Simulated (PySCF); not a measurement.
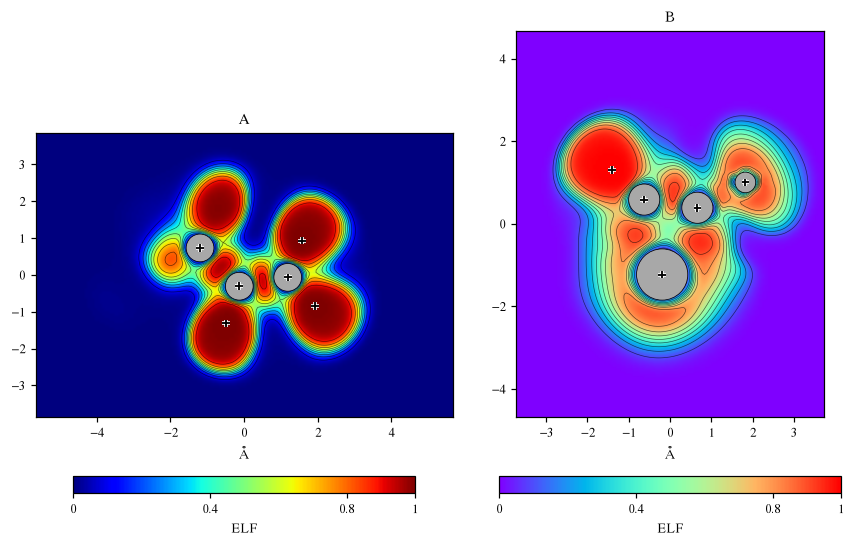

The ELF of 2 systems, each on a plane through atoms (crosses mark nuclei in the plane; grey discs cover the cores).

These are results of PySCF 2.14.0, CAM-B3LYP/def2-SVPD, SCF density, gas phase, not measurements.

System 1: C₅H₆N (SMILES C=CC[CH-]C#N) (charge −1), the plane of atoms C1, C2 and C3. Geometry: GFN2-xTB.

```tsv
atom	x (Å)	y (Å)	z (Å)
C	-1.9928	0.0660	-0.2604
C	-0.7825	0.5885	-0.0353
C	0.2421	0.0231	0.8850
C	1.1882	-0.6955	-0.0419
C	2.2291	-0.0499	-0.6191
N	3.2035	0.4492	-1.0438
H	-2.6278	0.3944	-1.0715
H	-2.3739	-0.7507	0.3355
H	-0.4290	1.3968	-0.6663
H	-0.2169	-0.6638	1.6094
H	0.7711	0.8121	1.4317
H	0.7900	-1.5711	-0.5491
```

System 2: C₂H₃FP₂ (SMILES FC1=CP1P), the plane of atoms C2, P4 and C3. Geometry: GFN2-xTB.

```xyz
8

F    -1.9477    1.7513   -0.2208
C    -1.3074    0.6169   -0.0398
C    -1.3717   -0.6666   -0.2541
P     0.1566   -0.1866    0.7028
P     1.6370    0.0538   -0.8914
H    -1.9386   -1.4643   -0.6769
H     2.3984    0.9409   -0.1312
H     2.3825   -1.0361   -0.4435
```

Match each panel to its system.

Answer. Panel A is system 1, C₅H₆N: the plane holds C and H. C–C (1.34 Å): the ELF peaks at about 0.95 between the atoms (a short, multiple covalent bond). Panel B is system 2, C₂H₃FP₂: the plane holds F, C, P and H. C–C (1.30 Å): the ELF peaks at about 0.90 between the atoms: a short, multiple covalent bond.
